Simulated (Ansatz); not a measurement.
C₂H₁₂N₂Si₂: geometry relaxation (part 2 of 3)

Continued. System: C₂H₁₂N₂Si₂. Method: RKS PBE0/6-31G* (Ansatz 0.2.0). It belongs to a series of runs on one base structure; here: end point B relaxed.

Geometry of the input (Å):
```
C  0.9062  -2.1380  -0.4706
N  1.1744  -0.7542  -0.9374
Si 0.1031  0.5810  -0.9404
N  1.2758  1.6550  -1.6996
Si -0.6151  1.2644  1.1342
C  -1.7676  0.0112  1.8334
H  0.0011  -2.4884  -0.9900
H  1.7316  -2.7481  -0.7113
H  0.6873  -2.1059  0.6405
H  2.0616  -0.4553  -0.4960
H  0.7730  -0.7318  -1.8966
H  0.6976  2.4244  -2.0841
H  1.5489  1.1659  -2.5019
H  0.5010  1.4714  2.1054
H  -1.3337  2.5576  1.0358
H  -2.1473  0.3373  2.8299
H  -2.6148  -0.1347  1.1745
H  -1.2760  -0.9498  1.9831
```

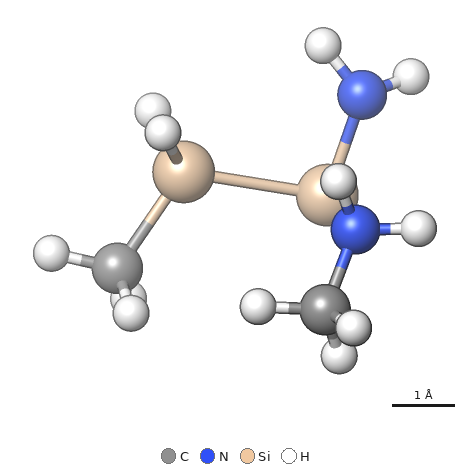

Fig. 1: The geometry at step 9 of the log (ball-and-stick view, seen at a tilt).

Trajectory as extended XYZ, continued
```
18
Properties=species:S:1:pos:R:3:forces:R:3 step=3 energy=-20990.18966
C     0.8713   -2.1394   -0.4223    0.2815  -0.0626  -0.3555
N     1.1535   -0.7827   -0.9181   -0.0029  -0.9194  -1.6224
Si   -0.1954    0.5788   -1.1032   -0.7943   0.8504   0.2271
N     1.1962    1.6515   -1.6623   -0.0501  -0.0732  -0.7959
Si   -0.5768    1.2847    1.1411    0.0038  -0.0309  -0.1444
C    -1.7744    0.0071    1.8657   -0.0484  -0.0866  -0.0237
H    -0.0221   -2.4992   -0.9368   -0.0546  -0.0345   0.1022
H     1.7250   -2.7898   -0.6575   -0.2170  -0.0545   0.1383
H     0.6932   -2.1268    0.6448   -0.0288   0.0504   0.3375
H     2.0847   -0.4439   -0.6229   -0.3940   0.0790  -0.4157
H     1.0394   -0.8436   -1.9791    1.3375  -0.1773   1.5710
H     0.7798    2.5216   -2.0110    0.2397   0.0095   0.2990
H     1.5857    1.2460   -2.5354   -0.2444   0.3179   0.4503
H     0.5253    1.4937    2.1455    0.0418   0.0198  -0.0718
H    -1.3105    2.5878    1.0394    0.0095   0.0713   0.0903
H    -2.1597    0.3241    2.8353   -0.0890  -0.0009   0.1430
H    -2.6223   -0.1412    1.1857    0.0332   0.0103   0.0505
H    -1.2859   -0.9667    1.9999   -0.0236   0.0313   0.0202
18
Properties=species:S:1:pos:R:3:forces:R:3 step=4 energy=-20990.51385
C     0.8662   -2.1398   -0.4040    0.0916  -0.0331  -0.1819
N     1.1762   -0.8358   -1.0095    0.3068  -0.4283  -0.7794
Si   -0.2190    0.5412   -1.1840   -0.5217   0.6308  -0.1426
N     1.1766    1.6632   -1.6242   -0.0296  -0.0169  -0.6915
Si   -0.6088    1.2509    1.0558   -0.4016   0.1967   0.2140
C    -1.7849    0.0049    1.8816    0.0205  -0.0683  -0.1685
H    -0.0500   -2.4995   -0.8772   -0.0215  -0.1055   0.0941
H     1.6824   -2.8628   -0.5486   -0.1788   0.1344  -0.0014
H     0.6864   -1.9978    0.6584   -0.0185  -0.0109   0.1692
H     2.0815   -0.4579   -0.7013   -0.2367   0.1078  -0.0443
H     1.2018   -0.9413   -2.0429    0.5525  -0.2536   0.8125
H     0.8203    2.6004   -1.8401    0.1544  -0.1439   0.3098
H     1.5484    1.3552   -2.5368   -0.1643   0.2499   0.2773
H     0.5173    1.4737    1.9932    0.4366  -0.0325   0.1893
H    -1.3085    2.5971    1.0879    0.0855  -0.2255  -0.2057
H    -2.1308    0.3219    2.8679   -0.0018   0.0682   0.0538
H    -2.6589   -0.1447    1.2370   -0.0187  -0.0421   0.0633
H    -1.2892   -0.9669    1.9957   -0.0549  -0.0272   0.0320
18
Properties=species:S:1:pos:R:3:forces:R:3 step=5 energy=-20990.71768
C     0.8465   -2.1351   -0.3848    0.1566  -0.0242  -0.0771
N     1.1706   -0.8548   -1.0342    0.3856  -0.2646  -0.8068
Si   -0.2761    0.5649   -1.2538    0.2407   0.1906  -0.0035
N     1.1636    1.6533   -1.6614   -0.3191   0.9763  -0.9360
Si   -0.5999    1.2216    1.0470    0.1129  -0.1166  -0.0236
C    -1.7908   -0.0084    1.8884    0.0775   0.0188  -0.1001
H    -0.0665   -2.5197   -0.8446   -0.0124  -0.0440   0.0522
H     1.6588   -2.8697   -0.4928   -0.1671   0.1310   0.0200
H     0.6601   -1.9522    0.6742   -0.0091  -0.0132   0.0341
H     2.0301   -0.4245   -0.6672   -0.3464   0.0614   0.0536
H     1.3669   -1.0225   -2.0424   -0.0634  -0.0025   0.8672
H     0.8890    2.6688   -1.6709    0.4167  -1.2333   0.1742
H     1.4475    1.4703   -2.6485   -0.3245   0.3118   0.7439
H     0.6010    1.4228    1.9553   -0.1634  -0.0554  -0.1491
H    -1.2845    2.5586    0.9975    0.0263   0.0022   0.0331
H    -2.1206    0.3343    2.8725   -0.0108   0.0236   0.0484
H    -2.6770   -0.1586    1.2597    0.0293   0.0206   0.0365
H    -1.3115   -0.9872    2.0151   -0.0295   0.0175   0.0330
18
Properties=species:S:1:pos:R:3:forces:R:3 step=6 energy=-20990.81863
C     0.8431   -2.1423   -0.3657    0.0435   0.0428   0.0032
N     1.1759   -0.8776   -1.0426    0.2829  -0.2082  -0.2624
Si   -0.2569    0.5521   -1.3003    0.1075   0.1422  -0.0548
N     1.1648    1.6540   -1.6972   -0.3724   1.1783  -0.9420
Si   -0.5915    1.1934    0.9998   -0.1263   0.0168   0.0108
C    -1.7826   -0.0067    1.8787    0.0140  -0.0237  -0.0805
H    -0.0671   -2.5393   -0.8222    0.0022  -0.0243   0.0377
H     1.6524   -2.8796   -0.4475   -0.0955   0.0833   0.0054
H     0.6449   -1.9366    0.6896    0.0116  -0.0099  -0.0508
H     2.0050   -0.4184   -0.6443   -0.2552  -0.0115  -0.0910
H     1.4030   -1.0691   -2.0294    0.0302   0.0350   0.5133
H     0.9415    2.6680   -1.5196    0.4032  -1.3285  -0.0760
H     1.3409    1.6148   -2.7289   -0.2281   0.1746   1.0248
H     0.5913    1.3943    1.9035    0.1232  -0.0450  -0.0030
H    -1.2614    2.5433    0.9860    0.0359  -0.0582  -0.0525
H    -2.1003    0.3571    2.8615    0.0366   0.0422  -0.0212
H    -2.6785   -0.1562    1.2649    0.0065  -0.0057   0.0249
H    -1.3173   -0.9893    2.0228   -0.0199  -0.0002   0.0141
18
Properties=species:S:1:pos:R:3:forces:R:3 step=7 energy=-20990.91091
C     0.8342   -2.1425   -0.3424    0.0797   0.0406  -0.0199
N     1.1770   -0.8897   -1.0350    0.1456  -0.2263  -0.1543
Si   -0.2590    0.5374   -1.3343    0.1874   0.1395  -0.0457
N     1.1471    1.6507   -1.7313   -0.4553   1.1666  -0.7992
Si   -0.5786    1.1763    0.9645   -0.1783  -0.0136  -0.0334
C    -1.7718   -0.0105    1.8579    0.0230   0.0075  -0.0283
H    -0.0663   -2.5507   -0.8077   -0.0026  -0.0200   0.0309
H     1.6464   -2.8792   -0.3966   -0.0938   0.0742   0.0071
H     0.6168   -1.9197    0.7046    0.0041  -0.0059  -0.0190
H     1.9872   -0.4143   -0.6268   -0.1400   0.0075  -0.0330
H     1.4345   -1.0960   -2.0065    0.0238   0.0381   0.3232
H     1.0063    2.6264   -1.3804    0.3053  -1.1060  -0.2491
H     1.2192    1.7600   -2.7683   -0.0755  -0.0341   1.0372
H     0.6203    1.3640    1.8521    0.0985  -0.0326  -0.0030
H    -1.2410    2.5305    0.9486    0.0556  -0.0640  -0.0271
H    -2.0730    0.3743    2.8378    0.0128   0.0184  -0.0044
H    -2.6771   -0.1596    1.2580    0.0229   0.0065   0.0135
H    -1.3153   -0.9951    2.0146   -0.0132   0.0035   0.0045
18
Properties=species:S:1:pos:R:3:forces:R:3 step=8 energy=-20991.02637
C     0.8256   -2.1523   -0.3267    0.0719   0.0738   0.0388
N     1.2041   -0.9053   -1.0041    0.1378   0.1397  -0.0770
Si   -0.2379    0.5189   -1.3645   -0.1748   0.0434  -0.2930
N     1.0561    1.7024   -1.8072   -0.1069   0.4733  -0.0089
Si   -0.5765    1.1329    0.9279    0.0938   0.0389  -0.0453
C    -1.7756   -0.0111    1.8557    0.0187  -0.0034  -0.0430
H    -0.0644   -2.5547   -0.8173    0.0021   0.0210  -0.0144
H     1.6306   -2.8935   -0.3570   -0.0196  -0.0096   0.0185
H     0.5764   -1.9326    0.7133    0.0057   0.0120  -0.0018
H     1.9627   -0.3965   -0.5467    0.0110  -0.1548   0.0675
H     1.5364   -1.1046   -1.9485   -0.0171   0.0051   0.1133
H     1.0818    2.6080   -1.3247    0.1060  -0.5515  -0.0774
H     1.0914    1.9089   -2.8066   -0.1072  -0.0764   0.2584
H     0.6622    1.2787    1.7772    0.0250  -0.0176   0.0164
H    -1.1848    2.5058    0.9144   -0.0032   0.0068   0.0132
H    -2.0370    0.4001    2.8362   -0.0162  -0.0083  -0.0049
H    -2.6958   -0.1345    1.2745   -0.0172  -0.0054   0.0339
H    -1.3482   -1.0084    2.0129   -0.0099   0.0130   0.0058
18
Properties=species:S:1:pos:R:3:forces:R:3 step=9 energy=-20991.07065
C     0.8474   -2.1345   -0.3225    0.0304  -0.0415  -0.0628
N     1.2250   -0.8907   -1.0011   -0.0283  -0.0255   0.0405
Si   -0.2715    0.4794   -1.4075   -0.3508  -0.3767   0.2451
N     0.9780    1.6545   -1.8026    0.3500   0.9544  -0.3685
Si   -0.5679    1.1169    0.8857   -0.0738  -0.1225   0.0325
C    -1.7844    0.0113    1.8367   -0.0400   0.0348   0.0745
H    -0.0322   -2.5403   -0.8297   -0.0043  -0.0152   0.0252
H     1.6520   -2.8755   -0.3390    0.0109  -0.0249   0.0401
H     0.5785   -1.9128    0.7120    0.0062   0.0211   0.0043
H     1.9663   -0.3810   -0.5211   -0.0158  -0.0420   0.0635
H     1.5853   -1.0829   -1.9341    0.0057  -0.0353   0.0143
H     1.1721    2.4662   -1.2162    0.0145  -0.3132  -0.0584
H     0.9330    1.9801   -2.7631    0.0700   0.0008   0.0369
H     0.6862    1.2161    1.7301   -0.0034  -0.0031  -0.0828
H    -1.1340    2.5085    0.8887    0.0201   0.0059   0.0033
H    -2.0121    0.4274    2.8242   -0.0025  -0.0207   0.0016
H    -2.7262   -0.0807    1.2842    0.0139  -0.0045  -0.0016
H    -1.3883   -1.0002    1.9845   -0.0028   0.0081  -0.0075
18
Properties=species:S:1:pos:R:3:forces:R:3 step=10 energy=-20991.04695 accepted=F
C     0.8551   -2.0772   -0.3096   -0.2876   0.1749   0.2638
N     1.2353   -0.8532   -1.0428    0.3510  -0.7260   0.1189
Si   -0.2672    0.4587   -1.4396    0.0768   0.4684  -0.5434
N     0.9270    1.7362   -1.8798   -0.2882  -0.6081   0.4936
Si   -0.6002    1.0027    0.8670    0.1569   0.2190  -0.0131
C    -1.8355   -0.0159    1.8932    0.0852  -0.0627  -0.1722
H     0.0092   -2.5571   -0.8154    0.1056   0.1339  -0.0542
H     1.6633   -2.8110   -0.1810    0.0036   0.2727  -0.1071
H     0.5040   -1.7374    0.6704    0.0505  -0.2665   0.0429
H     1.9863   -0.3648   -0.5532   -0.0365   0.0525  -0.0163
H     1.6151   -1.1037   -1.9539   -0.0070   0.1145  -0.0778
H     1.3493    2.3734   -1.2151   -0.0453   0.0877  -0.1455
H     0.9266    2.1057   -2.8182   -0.0937   0.1063   0.0160
H     0.6998    1.0696    1.6338    0.0505  -0.0501   0.0965
H    -1.0778    2.4204    0.8692   -0.0737   0.0752   0.0448
H    -1.9883    0.4190    2.8861   -0.0078   0.0206  -0.0303
H    -2.7986   -0.0542    1.3730   -0.0341   0.0130   0.0529
H    -1.4964   -1.0492    2.0248   -0.0062  -0.0252   0.0306
18
Properties=species:S:1:pos:R:3:forces:R:3 step=11 energy=-20991.10299
C     0.8460   -2.1145   -0.2962   -0.0071  -0.0042  -0.0403
N     1.2332   -0.8835   -0.9948   -0.0131  -0.0080   0.0215
Si   -0.2728    0.4744   -1.4353   -0.1797  -0.2019   0.0898
N     0.9521    1.6845   -1.8424    0.1681   0.4783  -0.1645
Si   -0.5688    1.0792    0.8648   -0.0341  -0.0355   0.0517
C    -1.7958   -0.0007    1.8325   -0.0290  -0.0018   0.0096
H    -0.0252   -2.5326   -0.8085    0.0065  -0.0130   0.0284
H     1.6511   -2.8557   -0.2789    0.0053   0.0006   0.0274
H     0.5583   -1.8655    0.7284    0.0196  -0.0101  -0.0329
H     1.9650   -0.3697   -0.5055    0.0020  -0.0254   0.0489
H     1.6091   -1.0904   -1.9184    0.0076  -0.0393   0.0171
H     1.2061    2.4499   -1.2245    0.0077  -0.1480  -0.0254
H     0.9005    2.0402   -2.7894    0.0234   0.0019   0.0034
H     0.7079    1.1329    1.6790    0.0056  -0.0152  -0.0465
H    -1.0916    2.4852    0.9110    0.0039   0.0251  -0.0086
H    -1.9720    0.4019    2.8357   -0.0018  -0.0186   0.0023
H    -2.7588   -0.0422    1.3102    0.0256   0.0007   0.0103
H    -1.4373   -1.0312    1.9412   -0.0105   0.0144   0.0078
18
Properties=species:S:1:pos:R:3:forces:R:3 step=12 energy=-20991.11375
C     0.8638   -2.1060   -0.2894   -0.0395   0.0282  -0.0046
N     1.2418   -0.8811   -1.0053   -0.0061  -0.0321  -0.0033
Si   -0.2861    0.4674   -1.4550    0.0511   0.0373  -0.0619
N     0.9172    1.7144   -1.8678   -0.0410  -0.0331   0.0198
Si   -0.5817    1.0466    0.8550    0.0345   0.0010   0.0157
C    -1.8246    0.0041    1.8483    0.0150   0.0240  -0.0296
H     0.0207   -2.5627   -0.8156    0.0267  -0.0057   0.0109
H     1.6876   -2.8240   -0.2162   -0.0124   0.0221  -0.0113
H     0.5322   -1.8337    0.7154    0.0187  -0.0218   0.0013
H     1.9740   -0.3652   -0.5178   -0.0221  -0.0119   0.0280
H     1.6189   -1.1021   -1.9254    0.0100  -0.0050   0.0145
H     1.2701    2.4048   -1.2161   -0.0212   0.0102  -0.0128
H     0.8638    2.1110   -2.7968   -0.0118  -0.0032   0.0175
H     0.7195    1.0464    1.6302    0.0075  -0.0053   0.0099
H    -1.0442    2.4739    0.9157   -0.0111  -0.0062   0.0118
H    -1.9718    0.4139    2.8533   -0.0008  -0.0037  -0.0073
H    -2.7953   -0.0090    1.3411   -0.0107   0.0053   0.0049
H    -1.4989   -1.0368    1.9550    0.0131   0.0000  -0.0035
18
Properties=species:S:1:pos:R:3:forces:R:3 step=13 energy=-20991.11716
C     0.8504   -2.1246   -0.3048   -0.0224   0.0143   0.0104
N     1.2375   -0.8750   -0.9706   -0.0025  -0.0174   0.0317
Si   -0.2863    0.4651   -1.4507    0.0110   0.0035  -0.0142
N     0.9146    1.7082   -1.8773   -0.0345  -0.0060  -0.0183
Si   -0.5699    1.0646    0.8567   -0.0270   0.0120  -0.0231
C    -1.8052    0.0094    1.8427    0.0152   0.0018   0.0085
H     0.0144   -2.5616   -0.8563   -0.0043  -0.0167  -0.0137
H     1.6740   -2.8441   -0.2518   -0.0027   0.0135   0.0028
H     0.5091   -1.8941    0.7068    0.0086  -0.0019   0.0025
H     1.9361   -0.3621   -0.4342    0.0213  -0.0148   0.0137
H     1.6607   -1.0666   -1.8760    0.0222   0.0078  -0.0287
H     1.2287    2.4298   -1.2408    0.0148   0.0153   0.0116
H     0.8628    2.0805   -2.8165   -0.0081  -0.0027   0.0065
H     0.7333    1.0748    1.6297   -0.0034  -0.0112   0.0007
H    -1.0520    2.4851    0.9223    0.0095   0.0052   0.0078
H    -1.9571    0.4113    2.8499    0.0023  -0.0041   0.0058
H    -2.7765   -0.0101    1.3364    0.0057   0.0036  -0.0064
H    -1.4675   -1.0284    1.9433   -0.0059  -0.0023   0.0024
18
Properties=species:S:1:pos:R:3:forces:R:3 step=14 energy=-20991.11808
C     0.8396   -2.1268   -0.3035    0.0151  -0.0081  -0.0022
N     1.2504   -0.8765   -0.9533    0.0416   0.0664   0.0113
Si   -0.2772    0.4620   -1.4537   -0.0902  -0.0078  -0.0110
N     0.8782    1.7317   -1.8910    0.0768   0.0686  -0.0602
Si   -0.5683    1.0663    0.8514    0.0341  -0.0333   0.0157
C    -1.7987    0.0071    1.8393   -0.0083   0.0129  -0.0002
H     0.0193   -2.5626   -0.8792    0.0004   0.0030  -0.0158
H     1.6612   -2.8464   -0.2276   -0.0051  -0.0011  -0.0014
H     0.4715   -1.8989    0.6990   -0.0007   0.0079   0.0027
H     1.9409   -0.3751   -0.3952   -0.0005  -0.0162   0.0267
H     1.6951   -1.0607   -1.8506   -0.0136  -0.0213  -0.0085
H     1.2336    2.4480   -1.2696   -0.0296  -0.0370   0.0246
H     0.8383    2.0881   -2.8373   -0.0123  -0.0449   0.0275
H     0.7388    1.0532    1.6201   -0.0054   0.0015  -0.0033
H    -1.0360    2.4891    0.9398   -0.0026   0.0146  -0.0047
H    -1.9424    0.4015    2.8508    0.0026  -0.0017  -0.0008
H    -2.7735   -0.0054    1.3393    0.0022  -0.0031   0.0026
H    -1.4640   -1.0326    1.9302   -0.0045  -0.0005  -0.0029
```
